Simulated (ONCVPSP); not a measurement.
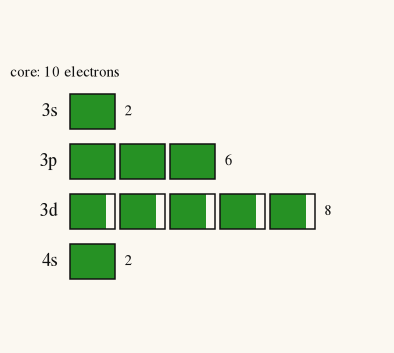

Fig. 1: The valence shells of the reference configuration: a box for each of the 2l + 1 orbitals, shaded by the share of the shell that is filled, with the electron count at the right.

## Pseudopotential generation for Ni

- system: nickel (Ni, Z = 28), core [Ne], reference valence 3s2 3p6 3d8 4s2, valence charge 18.
- method: ONCV potential, LDA (Perdew-Zunger), scalar-relativistic, made with ONCVPSP 4.0.1

## Key numbers

- outcome: generated
- cutoffs needed: 62 Ha and 76 Ha (the cutoffs at which the residual kinetic energy of the hardest occupied pseudo-wave falls to 1 and 0.1 mHa per electron)
- ghost test: no bound ghost flagged; no localised positive-energy state flagged
- largest excitation error: +19 meV (all-electron minus pseudo) for 3s2 3p6 3d6 4s0, out of 4 test configurations
- rms error of d²Exc/dni dnj: 3.12 mHa without and 1.02 mHa with the model core
- range over which the phases arctan(r R′/R) at the test radius agree within 0.05 rad (a looser test near the poles than one of phase shifts): s: over the whole range computed; p: over the whole range computed; d: up to about 2.7 Ha; f: not judged, local potential alone
- hardware: 1 CPU thread, shared host
- wall time: 2.1 s

## Remarks

Warnings of the program, in the generation or the tests: wellstate: negative energy specified for n= 4 l= 1.

## Input
```
# ATOM AND REFERENCE CONFIGURATION
# atsym  z   nc   nv     iexc    psfile
  Ni 28.00    3    4        3      upf
#
#   n    l    f
    1    0    2.00
    2    0    2.00
    2    1    6.00
    3    0    2.00
    3    1    6.00
    3    2    8.00
    4    0    2.00
#
# PSEUDOPOTENTIAL AND OPTIMIZATION
# lmax
    2
#
#   l,   rc,      ep,       ncon, nbas, qcut
    0    1.45    0.00    4    8   11.00
    1    0.95    0.00    4    7   12.30
    2    1.15    0.00    4    9   11.80
#
# LOCAL POTENTIAL
# lloc, lpopt,  rc(5),   dvloc0
    4    5    0.80    4.00
#
# VANDERBILT-KLEINMAN-BYLANDER PROJECTORs
# l, nproj, debl
    0    2    2.70
    1    2    0.60
    2    1    2.40
#
# MODEL CORE CHARGE
# icmod, fcfact, rcfact
    3    3.75    1.35
#
# LOG DERIVATIVE ANALYSIS
# epsh1, epsh2, depsh
   -6.00    5.00    0.04
#
# OUTPUT GRID
# rlmax, drl
    6.00    0.01
#
# TEST CONFIGURATIONS
# ncnf
    4
# nvcnf
#   n    l    f
    4
    3    0    2.00
    3    1    6.00
    3    2    8.00
    4    0    1.00
#
    4
    3    0    2.00
    3    1    6.00
    3    2    8.00
    4    0    0.00
#
    4
    3    0    2.00
    3    1    6.00
    3    2    7.00
    4    0    0.00
#
    4
    3    0    2.00
    3    1    6.00
    3    2    6.00
    4    0    0.00
#
```

Run as:
```bash
oncvpsp.x < Ni.dat > Ni.out
```

## Output (extracts)
```
ONCVPSP  (Optimized Norm-Conservinng Vanderbilt PSeudopotential)
scalar-relativistic version 4.0.1

#   n    l    f        energy (Ha)
    1    0    2.00    -3.0116582E+02
    2    0    2.00    -3.6008484E+01
    2    1    6.00    -3.1022567E+01
    3    0    2.00    -4.0607354E+00
    3    1    6.00    -2.6186387E+00
    3    2    8.00    -3.3581159E-01
    4    0    2.00    -2.1557293E-01

Reference configufation results
  iterations    33
  all-electron total energy (Ha)   -1.51805612D+03

Begin loop to  construct optimized pseudo wave functions
and semi-local pseudopoentials for all angular momenta

Calculating optimized projector #   1

 for l=   0

    Fraction of norm inside rc  0.980716
    Optimizing pswf for qcut=  10.99 a_B^-1,  ecut=  60.40 Ha
    Residual kinetic energy error=  8.27D-09 Ha

    Energy error per electron        Cutoff
         Ha          eV             Ha
         0.01000     0.27211       11.56
         0.00100     0.02721       28.35
         0.00010     0.00272       37.09
         0.00001     0.00027       43.88

Calculating optimized projector #   2

 for l=   0

    Fraction of norm inside rc  0.072015
    Optimizing pswf for qcut=  10.99 a_B^-1,  ecut=  60.40 Ha
    Residual kinetic energy error=  6.44D-09 Ha

    Energy error per electron        Cutoff
         Ha          eV             Ha
         0.01000     0.27211        8.49
         0.00100     0.02721       24.46
         0.00010     0.00272       35.84
         0.00001     0.00027       43.85

WARNING wellstate: negative energy specified for n= 4 l=  1
WARNING scattering state with energy  0.25000000
WARNING will be used for the first projector

   Wellstate for l =  1  n =  4
     eigenvalue =   0.2500
     asymptotic potential =   0.7500
     half-point radius =  3.1530

Calculating optimized projector #   1

 for l=   1

    Fraction of norm inside rc  0.748295
    Optimizing pswf for qcut=  12.32 a_B^-1,  ecut=  75.91 Ha
    Residual kinetic energy error=  7.29D-06 Ha

    Energy error per electron        Cutoff
         Ha          eV             Ha
         0.01000     0.27211       31.62
         0.00100     0.02721       39.20
         0.00010     0.00272       46.58
         0.00001     0.00027       72.94

Calculating optimized projector #   2

 for l=   1

    Fraction of norm inside rc  0.043212
    Optimizing pswf for qcut=  12.32 a_B^-1,  ecut=  75.91 Ha
    Residual kinetic energy error=  2.43D-06 Ha

    Energy error per electron        Cutoff
         Ha          eV             Ha
         0.01000     0.27211       24.18
         0.00100     0.02721       33.40
         0.00010     0.00272       41.14
         0.00001     0.00027       64.55

Calculating optimized projector #   1

 for l=   2

    Fraction of norm inside rc  0.695601
    Optimizing pswf for qcut=  11.80 a_B^-1,  ecut=  69.67 Ha
    Residual kinetic energy error=  1.35D-04 Ha

    Energy error per electron        Cutoff
         Ha          eV             Ha
         0.01000     0.27211       53.40
         0.00100     0.02721       62.27
         0.00010     0.00272       76.41
         0.00001     0.00027      227.33

Construct Vanderbilt / Kleinmman-Bylander projectors

B matrix Hermiticity error, ll=   0
   1   2    4.1512E-04

  Orthonormal projector coefficients  1.2293E+01  2.0480E+00

B matrix Hermiticity error, ll=   1
   1   2    3.6776E-04

  Orthonormal projector coefficients  8.1697E+00  1.9863E+00

Model core correction analysis
  based on d2Exc/dn_idn_j

d2excae - all-electron derivatives

   -4.138455D-02   -3.879469D-02   -2.910144D-02   -2.191999D-03
   -3.879475D-02   -3.731077D-02   -2.854603D-02   -2.651290D-03
   -2.910154D-02   -2.854609D-02   -2.592557D-02   -6.825143D-03
   -2.192025D-03   -2.651319D-03   -6.824109D-03   -2.950206D-02

d2excps - pseudofunction derivatives with no core correction

   -5.025075D-02   -4.218408D-02   -3.166343D-02   -2.871654D-03
   -4.218463D-02   -4.013837D-02   -3.214639D-02   -2.861364D-03
   -3.166361D-02   -3.214645D-02   -2.839056D-02   -6.864348D-03
   -2.871854D-03   -2.861402D-03   -6.863315D-03   -2.954426D-02

rms 2nd derivative error    3.119804E-03

rmatch, rhocmatch    0.3735   61.0405

Teter function model core charge with specified parameters

d2excps - pseudofunction derivatives with core correction

   -4.082512D-02   -3.800633D-02   -2.981468D-02   -2.298029D-03
   -3.800627D-02   -3.769308D-02   -3.088713D-02   -2.614998D-03
   -2.981461D-02   -3.088714D-02   -2.767357D-02   -6.758631D-03
   -2.298050D-03   -2.615024D-03   -6.757597D-03   -2.950920D-02

rms 2nd derivative error    1.023789E-03

Pseudoatom total energy -168.814673

Diagnostic tests using Vanderbilt-Kleinman-Bylander pseudopotentials
  1 or more projectors used as specified by nproj input data

   l    rcore       rmatch      e in        delta e   norm test  slope test

   0   1.4520967   1.4961855  -4.0607354   0.0000061   1.0002290   1.0002007
   0   1.4520967   1.4961855  -0.2155729   0.0000029   1.0000278   1.0000204

   1   0.9552936   0.9842984  -2.6186387   0.0002988   1.0000332   1.0002038
   1   0.9552936   0.9842984   0.2500000   0.0011589   1.0005120   1.0005120

   2   1.1568373   1.1919613  -0.3358116  -0.0000048   0.9999992   1.0000086

 Testing for bound ghosts
   n   l    E NL Schr. Eq   E Basis Diag.   E Cutoff

   1   0       -4.060729       -4.060722    125.67
   2   0       -0.215570       -0.141370    125.67

   2   1       -2.618340       -2.617497    243.81

   3   2       -0.335816       -0.327117    257.35

 Testing for highly-localized positive-energy ghosts
       l    <radius>/rc     E Basis Diag.   E Cutoff

Test configuration 0

   n   l     f        eae           eps        diff
   1   0  2.0000 -301.16582000
   2   0  2.0000  -36.00848393
   2   1  6.0000  -31.02256748
   3   0  2.0000   -4.06073541   -4.06072933    6.08D-06
   3   1  6.0000   -2.61863868   -2.61833991    2.99D-04
   3   2  8.0000   -0.33581159   -0.33581642   -4.84D-06
   4   0  2.0000   -0.21557293   -0.21557003    2.91D-06

    Total energies and differences
      AE_ref= -1.51805612D+03  AE_tst= -1.51805612D+03  dif=  0.00D+00
      PS_ref= -1.68814673D+02  PS_tst= -1.68814673D+02  dif=  3.13D-13
      PSP excitation error= -3.13D-13

Test configuration 1

   n   l     f        eae           eps        diff
   1   0  2.0000 -301.50534116
   2   0  2.0000  -36.34081074
   2   1  6.0000  -31.35551859
   3   0  2.0000   -4.39845196   -4.39847032   -1.84D-05
   3   1  6.0000   -2.95674424   -2.95633966    4.05D-04
   3   2  8.0000   -0.67107991   -0.67127254   -1.93D-04
   4   0  1.0000   -0.49657361   -0.49651191    6.17D-05

    Total energies and differences
      AE_ref= -1.51805612D+03  AE_tst= -1.51770330D+03  dif=  3.53D-01
      PS_ref= -1.68814673D+02  PS_tst= -1.68461847D+02  dif=  3.53D-01
      PSP excitation error= -6.52D-06

Test configuration 2

   n   l     f        eae           eps        diff
   1   0  2.0000 -301.89883254
   2   0  2.0000  -36.72305522
   2   1  6.0000  -31.73873544
   3   0  2.0000   -4.78748240   -4.78783984   -3.57D-04
   3   1  6.0000   -3.34604564   -3.34565008    3.96D-04
   3   2  8.0000   -1.05495113   -1.05551071   -5.60D-04

    Total energies and differences
      AE_ref= -1.51805612D+03  AE_tst= -1.51705432D+03  dif=  1.00D+00
      PS_ref= -1.68814673D+02  PS_tst= -1.67812927D+02  dif=  1.00D+00
      PSP excitation error=  4.61D-05

Test configuration 3

   n   l     f        eae           eps        diff
   1   0  2.0000 -302.65057524
   2   0  2.0000  -37.49552245
   2   1  6.0000  -32.50914165
   3   0  2.0000   -5.51503830   -5.52019485   -5.16D-03
   3   1  6.0000   -4.06561885   -4.06793121   -2.31D-03
   3   2  7.0000   -1.74135073   -1.74160035   -2.50D-04

    Total energies and differences
      AE_ref= -1.51805612D+03  AE_tst= -1.51566527D+03  dif=  2.39D+00
      PS_ref= -1.68814673D+02  PS_tst= -1.66423178D+02  dif=  2.39D+00
      PSP excitation error= -6.46D-04

Test configuration 4

   n   l     f        eae           eps        diff
   1   0  2.0000 -303.52747565
   2   0  2.0000  -38.39961208
   2   1  6.0000  -33.41093113
   3   0  2.0000   -6.34036901   -6.35096766   -1.06D-02
   3   1  6.0000   -4.88105391   -4.88481598   -3.76D-03
   3   2  6.0000   -2.52747025   -2.52329618    4.17D-03

    Total energies and differences
      AE_ref= -1.51805612D+03  AE_tst= -1.51353869D+03  dif=  4.52D+00
      PS_ref= -1.68814673D+02  PS_tst= -1.64297944D+02  dif=  4.52D+00
      PSP excitation error=  6.94D-04
```

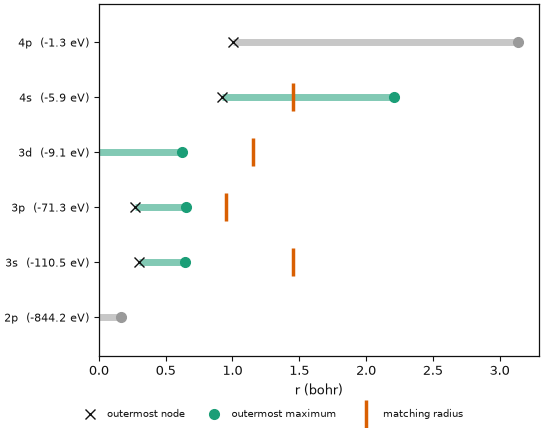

Fig. 2: Outer shells of the all-electron reference atom: each bar runs from the outermost node (or the nucleus) to the outermost maximum of u(r); the tick is the radius chosen for the pseudo-wave. Shells without a tick have no pseudo-wave of their own. Levels, nodes and maxima are from ld1.x, scalar-relativistic.

- Radii against the shells: 3s: 1.45 bohr, outside the maximum; 3p: 0.95 bohr, outside the maximum; 3d: 1.15 bohr, outside the maximum; 4s: 1.45 bohr, between node and maximum.

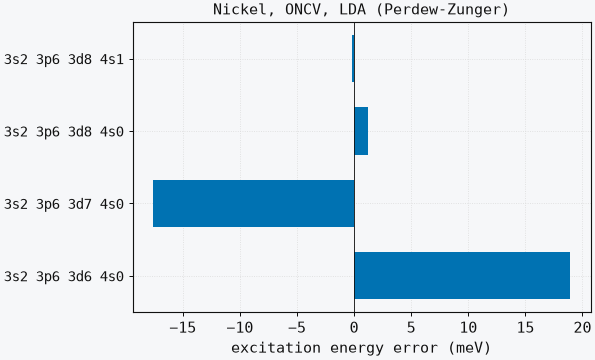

Fig. 3: Errors, all-electron minus pseudo, of the energies of valence configurations relative to the unpolarised reference 3s2 3p6 3d8 4s2.

- Worst configuration: 3s2 3p6 3d6 4s0 (charge +4): the error is +19 meV on an all-electron energy of +122.93 eV relative to the reference, or 0.015 %.
- Errors in meV: 3s2 3p6 3d8 4s1: -0.2; 3s2 3p6 3d8 4s0: +1.3; 3s2 3p6 3d7 4s0: -18; 3s2 3p6 3d6 4s0: +19.
- Configurations within 10 meV and within 50 meV: 2 and 4 of 4.

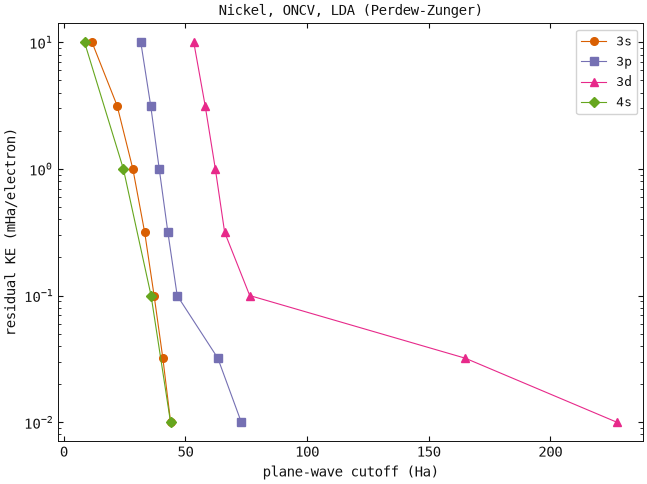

Fig. 4: Residual kinetic energy of the pseudo-waves (the first of each channel, and further valence shells) beyond the plane-wave cutoff, as the generator prints it.

- Cutoffs for the occupied states: 62 Ha for 1 mHa and 76 Ha for 0.1 mHa per electron. The first is set by 3d.
- Hardest wave at 1 mHa per electron: 3d, with rc = 1.15 bohr and qcut = 11.8 1/bohr. The optimisation minimises, but can't always remove, the kinetic energy above qcut²/2 = 69.6 Ha, and a larger rc would as a rule soften the wave at some cost in transferability.
- Cutoffs for 1 mHa per electron: 3d: 62 Ha; 3p: 39 Ha; 3s: 28 Ha; 4s: 24 Ha.
